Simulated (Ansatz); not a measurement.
System: C₃H₉BO (SMILES [BH3-][O+]=C(C)C).

Input

```
crystal:
  periodic: [false, false, false]
  atoms:
    - { symbol: B, position_ang: [-1.6872, 0.3482, 1.0242] }
    - { symbol: O, position_ang: [-0.3761, -0.136, 0.9938] }
    - { symbol: C, position_ang: [0.369, -0.1741, 0.0199] }
    - { symbol: C, position_ang: [0.1085, 0.3496, -1.3486] }
    - { symbol: C, position_ang: [1.7644, -0.775, 0.2471] }
    - { symbol: H, position_ang: [-2.1856, 0.2887, 2.1073] }
    - { symbol: H, position_ang: [-2.3951, -0.2128, 0.2539] }
    - { symbol: H, position_ang: [-1.6956, 1.5677, 0.7191] }
    - { symbol: H, position_ang: [-0.2025, 1.4382, -1.25] }
    - { symbol: H, position_ang: [0.8708, 0.2095, -2.0417] }
    - { symbol: H, position_ang: [-0.8545, -0.2165, -1.7124] }
    - { symbol: H, position_ang: [2.399, -0.7517, -0.6407] }
    - { symbol: H, position_ang: [2.2425, -0.1583, 1.0319] }
    - { symbol: H, position_ang: [1.6295, -1.8066, 0.625] }
basis:
  gaussian:
    orbitals: cc-pVDZ
hamiltonian:
  xc: cam_b3lyp
output:
  orbitals: {}
```

Command:

```sh
python
```

Computed with Ansatz 0.2.0, SCF cam_b3lyp, Gaussian basis.

Predict the electron density and electron localisation function between the atoms.

Answer. C–O (1.23 Å): ρ at the midpoint is about 3.1 e/Å³; the ELF peaks at about 0.90 between the atoms (a multiple bond).
B–O (1.40 Å): ρ is about 1.8 e/Å³ halfway; the ELF peaks at about 0.95 between the atoms; a shared but strongly polarised pair.
C–C (1.49 Å): ρ at the midpoint is about 1.8 e/Å³; the ELF peaks at about 0.95 between the atoms, as expected for a covalent bond.
C–H (1.04 Å): ρ is about 2.1 e/Å³ halfway; the ELF climbs to about 1 towards the hydrogen, as it does in any bond to H; a covalent bond by its length.

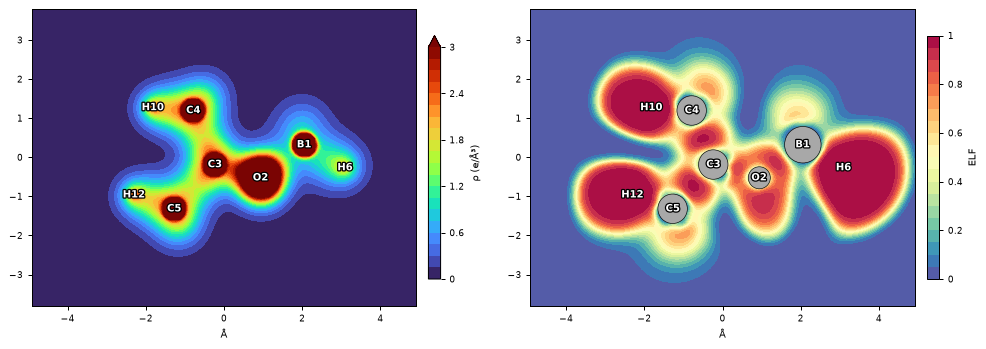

Computed electron density and electron localisation function on the plane of atoms C4, C3 and C5, in this order. Grey discs cover the atomic cores in the ELF map. 
